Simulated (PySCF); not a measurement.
C9H6ClF (SMILES C#Cc1ccc(Cl)cc1CF)

```yaml
atoms:
  - { symbol: C, position_ang: [2.9235, -1.2926, 0.7580] }
  - { symbol: C, position_ang: [1.7805, -0.9908, 0.5474] }
  - { symbol: C, position_ang: [0.4291, -0.6503, 0.2986] }
  - { symbol: C, position_ang: [-0.5233, -1.6549, 0.1382] }
  - { symbol: C, position_ang: [-1.8454, -1.3382, -0.1059] }
  - { symbol: C, position_ang: [-2.2184, -0.0058, -0.1892] }
  - { symbol: Cl, position_ang: [-3.8683, 0.4021, -0.4930] }
  - { symbol: C, position_ang: [-1.2855, 1.0085, -0.0314] }
  - { symbol: C, position_ang: [0.0394, 0.6935, 0.2120] }
  - { symbol: C, position_ang: [1.0784, 1.7642, 0.3893] }
  - { symbol: F, position_ang: [0.5472, 3.0211, 0.2754] }
  - { symbol: H, position_ang: [3.9213, -1.5597, 0.9422] }
  - { symbol: H, position_ang: [-0.2155, -2.6874, 0.2066] }
  - { symbol: H, position_ang: [-2.5825, -2.1153, -0.2308] }
  - { symbol: H, position_ang: [-1.5890, 2.0414, -0.0979] }
  - { symbol: H, position_ang: [1.8621, 1.6769, -0.3736] }
  - { symbol: H, position_ang: [1.5393, 1.6995, 1.3829] }
```

Geometry: GFN2-xTB.

All numbers below come from PBE0/pcSseg-1, SCF density, gas phase, non-relativistic (PySCF).

What will maps of the electron density and electron localisation function show?

Answer. C–C (1.20 Å): ρ at the midpoint is about 2.7 e/Å³; the ELF peaks at about 0.85 between the atoms (a multiple bond).
C–F (1.37 Å): ρ at the midpoint is about 2.1 e/Å³, with its minimum of 1.7 e/Å³ about 0.5 Å from C; the ELF peaks at about 0.85 between the atoms, as expected for a polar covalent bond.
C–Cl (1.73 Å): the density is about 1.5 e/Å³ at the midpoint; the ELF peaks at about 0.90 between the atoms: localised, covalent bonding.
C–H (1.05 Å): ρ is about 2.2 e/Å³ halfway; the ELF climbs to about 1 towards the hydrogen, as it does in any bond to H (a covalent bond by its length).

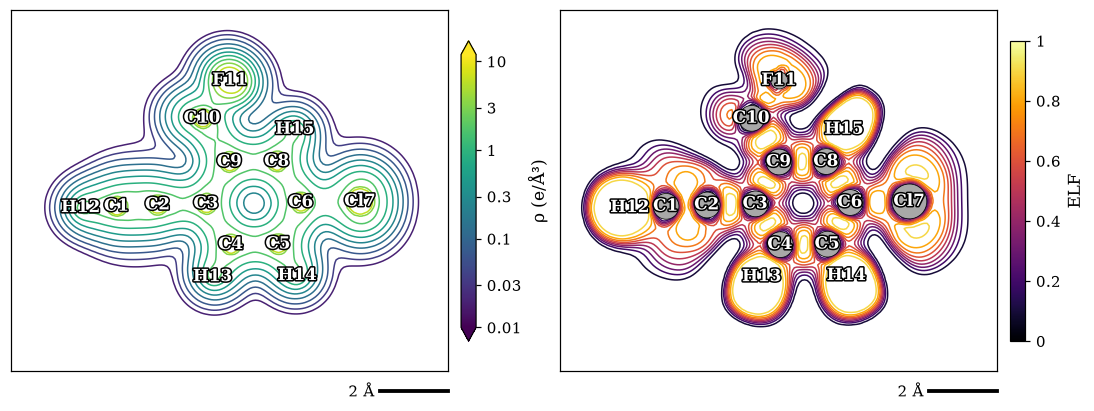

Computed electron density and electron localisation function on the plane of atoms C2, C3 and C4, in this order. Grey discs cover the atomic cores in the ELF map. 
